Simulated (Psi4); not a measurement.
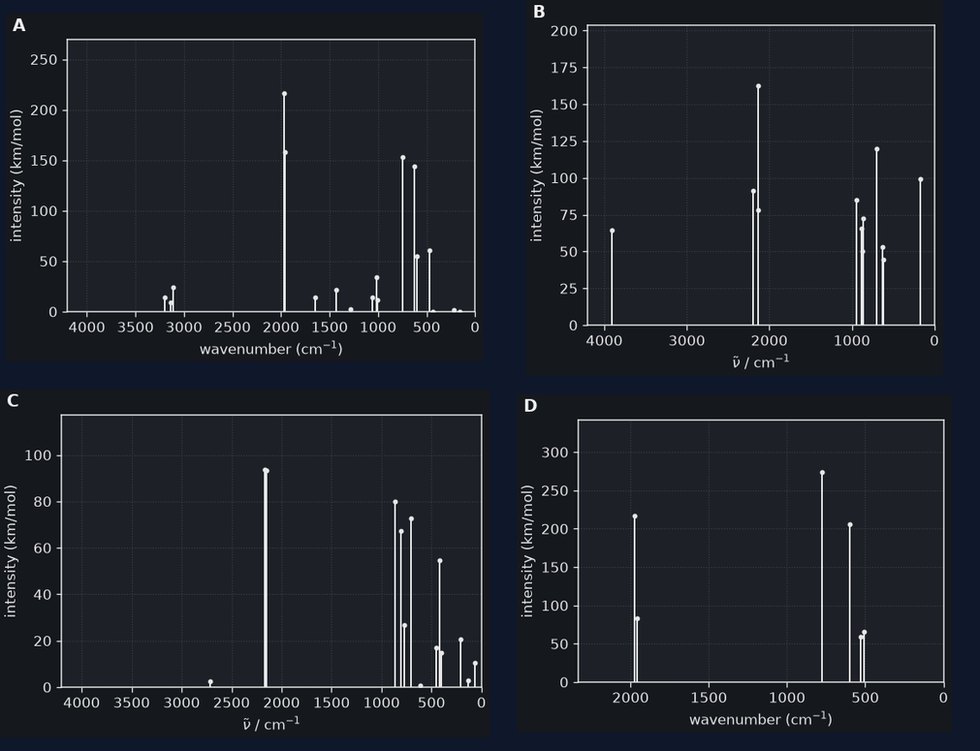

Unscaled harmonic wavenumbers and double-harmonic intensities, PBE0/def2-TZVP (dispersion D4), Psi4 1.11, at a geometry relaxed at this level, isolated molecule. Modes within 2 cm⁻¹ of each other count as one line, with their intensities summed.

Question: Pair each panel with its molecule.
1. AlH₂Cl, SMILES [AlH2][Cl], singlet
2. C₂H₅Ga, SMILES C=[CH][GaH2], singlet
3. GeH₄O, SMILES [OH][GeH3], singlet
4. GeH₄S₂, SMILES [SH][GeH2][SH], singlet

Answer: A: 2 (most intense lines at 1971.0, 1960.2 and 750.7 cm⁻¹)
B: 3 (most intense lines at 2137.9, 704.3 and 171.1 cm⁻¹)
C: 4 (most intense lines at 2164.6, 2147.7 and 862.7 cm⁻¹)
D: 1 (most intense lines at 776.7, 1976.2 and 600.5 cm⁻¹)
